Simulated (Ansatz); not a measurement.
# ClH3OSi···NH3: what the fields show

Input file:

```
crystal:
  periodic: [false, false, false]
  atoms:
    - { symbol: Si, position_ang: [0.047578, -0.536169, -0.433458] }
    - { symbol: "N", position_ang: [0.269584, 0.152122, 2.495136] }
    - { symbol: H, position_ang: [-0.426152, 0.292088, 3.224441] }
    - { symbol: H, position_ang: [1.116665, 0.629853, 2.79305] }
    - { symbol: Cl, position_ang: [1.816513, 0.563125, -0.487217] }
    - { symbol: H, position_ang: [-1.078356, 0.317855, -0.048566] }
    - { symbol: H, position_ang: [-0.108013, -1.012287, -1.832617] }
    - { symbol: O, position_ang: [0.160946, -1.887431, 0.545644] }
    - { symbol: H, position_ang: [0.519101, -2.647561, 0.065781] }
    - { symbol: H, position_ang: [0.486633, -0.860894, 2.477705] }
basis:
  gaussian: { orbitals: "6-31G*" }
hamiltonian:
  xc: b3lyp
  dispersion: d4
relax:
  f_tol: 0.03
  max_steps: 50
output:
  orbitals: {}
```

Launched as:

```sh
ansatz run input.yaml --threads 1 --pin off --max-ram 2048MiB --backend cpu --events-out ev --progress --plain --runs-dir out
```

The fields are those of the run's last geometry, not of the input's.

Method: RKS B3LYP-D4/6-31G* (Ansatz).

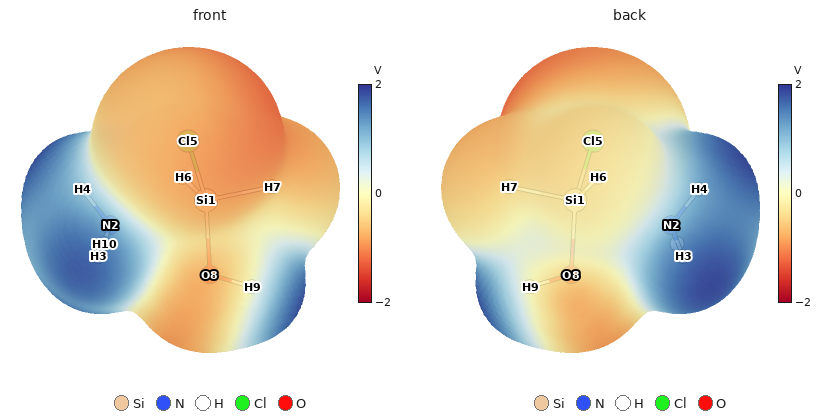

Figure 1. The molecular electrostatic potential painted on the density surface at 0.001 e/bohr³, seen from the front and from behind; red is negative and blue positive.

**Where is the surface potential most negative and most positive?**

The most negative region (about −1.2 V, or −28 kcal/mol for a unit charge) lies over Cl5, the most positive (about +1.9 V, or +44 kcal/mol for a unit charge) over H3, H4 and H9.

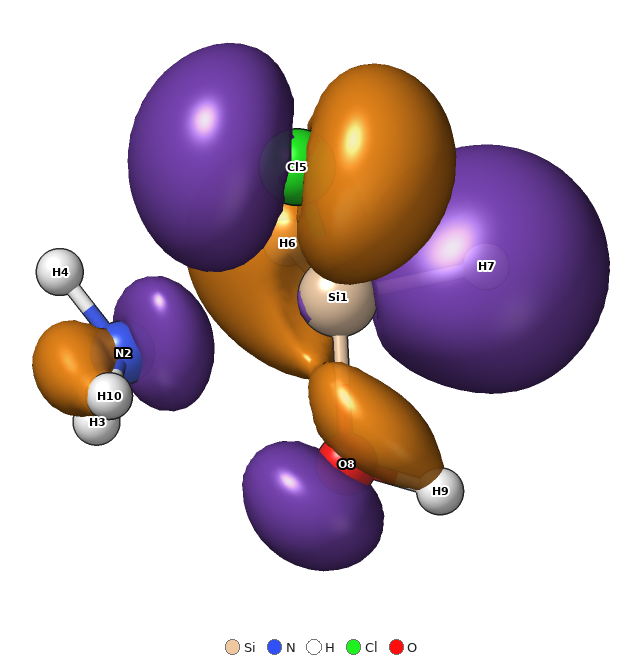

Figure 2. The HOMO at ±0.08 Å⁻³ᐟ² (orange and purple are the two phases), seen across its widest extent.

**Describe this orbital and give its energy.**

Its weight (Hirshfeld) is mainly on Cl5 (about 30 %), H7 (about 25 %), Si1 (about 20 %), H6 (about 10 %) and O8 (about 10 %). Its energy is −7.36 eV.
